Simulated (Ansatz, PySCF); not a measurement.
HBr (SMILES Br) and H2Se (SMILES [SeH2]) are pulled apart as rigid monomers along the line of their centres of mass, from the B3LYP-D3(BJ)/def2-TZVP minimum. Starting geometry (charge 0, multiplicity 1):
```xyz
5

Br    -0.33061     0.13122    -0.57025
H     -0.35182     0.14658     0.87493
Se    -0.23329     0.11284     3.38916
H      0.32177    -1.24803     3.33192
H      1.11250     0.70213     3.31915
```

Interaction energies with rigid monomers; basis-set methods are counterpoise corrected unless marked otherwise.

Cores are frozen in the correlated methods. Filled d and f shells under p-block atoms count as core.

The values were computed with Ansatz (Gaussian basis) for Hartree–Fock, density functionals and correlated methods; PySCF for the dispersion terms. Each number belongs to the level named beside it.

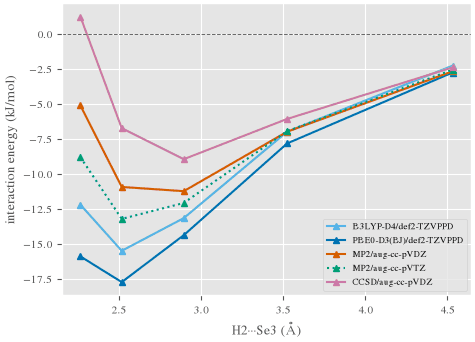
Fig. 1. Interaction energy against separation

Q: Which level binds most strongly at H2···Se3 = 2.52, and by how much?

A: PBE0-D3(BJ)/def2-TZVPPD, -18 kJ/mol.

Ansatz is an electronic-structure program.
